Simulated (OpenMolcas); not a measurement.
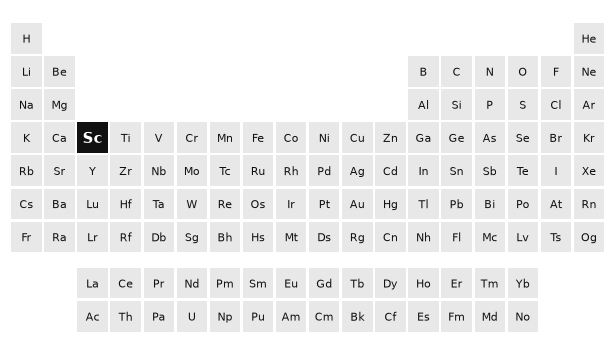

**Figure 1.** The place of scandium in the periodic table.

**Sc²⁺: multiconfigurational calculation**

- system: Sc²⁺.
- method: state-averaged CASSCF, active space 1 electron in the shell 3d, basis ANO-RCC-VDZP, DKH2 scalar Hamiltonian, spin-orbit coupling by RASSI with atomic mean-field integrals (OpenMolcas)

The input:
```
&GATEWAY
Coord
1

Sc 0.0 0.0 0.0
Basis=ANO-RCC-VDZP
Group=XYZ
NoMove
AngMom=0.0 0.0 0.0
AMFI
&SEWARD
&RASSCF
FileOrb=start.orb
Symmetry=1
Spin=3
nActEl=1 0 0
Inactive=3 6
Ras2=5 0
CIRoot=5 5 1
SDav=5
CIMx=300
Iter=65 100
PrWF=0.3
OrbListing=Nothing
MaxOrb=0
Atom
>>> COPY $Project.JobIph JOB001
```

The file start.orb holds starting orbitals from an earlier step.

Hardware: 1 thread of AMD EPYC (Zen 3), 64 GiB of memory available, shared host.

Run as:
```bash
OMP_NUM_THREADS=1 MOLCAS_MEM=2252 MOLCAS_PROJECT=a pymolcas a.inp > a.log  # once for each step of the input, in one work folder
```

The program's output (extracts):
```
--- SEWARD ---
Basis set label: SC.ANO-RCC...5S4P2D1F.

      Electronic valence basis set:
      ------------------
      Associated Effective Charge  21.000000 au
      Associated Actual Charge     21.000000 au
      Nuclear Model: Point charge

      Shell  nPrim  nBasis  Cartesian Spherical Contaminant
         s      21       5        X
         p      15       4        X
         d      10       2                 X
         f       6       1                 X
                  Relativistic Douglas-Kroll-Hess integrals:
                    - DKH order of Hamiltonian: 2
                    - DKH order of Properties : 0
                  Atomic mean-field integrals
--- RASSCF ---

 Nr of active orbitals     NAC=   5
 Spin degeneracy         ISPIN=   3
 There can be no such wave function.
 ************************************************
--- Stop Module: rasscf at  /rc=_RC_INPUT_ERROR_ ---
.####################.
.# User input error #.
.####################.
```

What the run reported:

| quantity | value |
| --- | --- |
| outcome | refused by the program |

What went wrong:

This input holds a deliberate fault: wrong spin. The program refused the input; the driver noted: RASSCF spin 2: _RC_INPUT_ERROR_.
